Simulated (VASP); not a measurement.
Band structure of CaF$_{2}$ (fluorite). Method: r2SCAN meta-GGA, VASP's PBE PAW potentials (set 64) (plane waves; VASP).

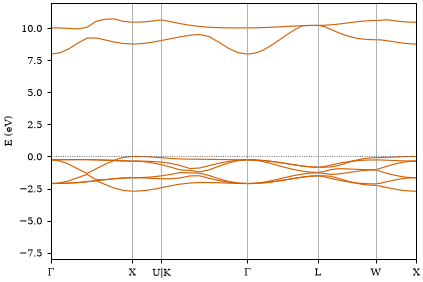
Figure: Bands along high-symmetry lines, zero at the valence-band maximum or, without a gap, the Fermi level

Question: Read the plot: is there a gap, and where are the band edges?

Answer: The gap is indirect, 7.97 eV, from the valence maximum at X to the conduction minimum at Γ.

Measured: gap 11.80 eV (computed value off by -3.83 eV), as given by E. Cadelano et al., The European Physical Journal B (2011), arXiv:1107.5962.

The compound is CaF2 in the fluorite structure. It was relaxed first.
